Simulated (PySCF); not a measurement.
Vertical excitations of a molecule F₂H₆Si₃ from TDA-PBE/def2-SVPD (PySCF), as energy in eV (oscillator strength): 5.51 (0.083), 5.52 (0.000), 6.44 (0.032), 6.70 (0.354), 6.91 (0.000), 7.03 (0.009), 7.08 (0.000), 7.18 (0.000), 7.22 (0.001), 7.29 (0.000). Lowest triplet (TDA): 4.72 eV. Geometry: ωB97X-D3(BJ)/def2-SVP. The values are those of a single conformer.

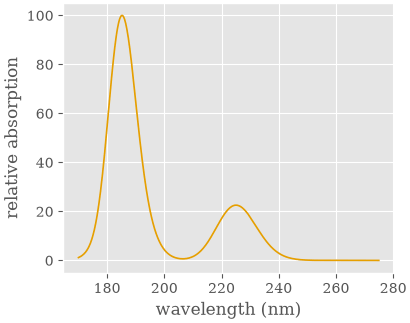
Fig. 1. The lines broadened by 0.4 eV.

Question: Pick the molecule that these values belong to.
A. F[SiH2][Si@H](F)[SiH3]
B. F[SiH2][SiH2][SiH2]F
C. F[SiH](F)[SiH2][SiH3]
D. F[Si](F)([SiH3])[SiH3]

Answer: D, F[Si](F)([SiH3])[SiH3]
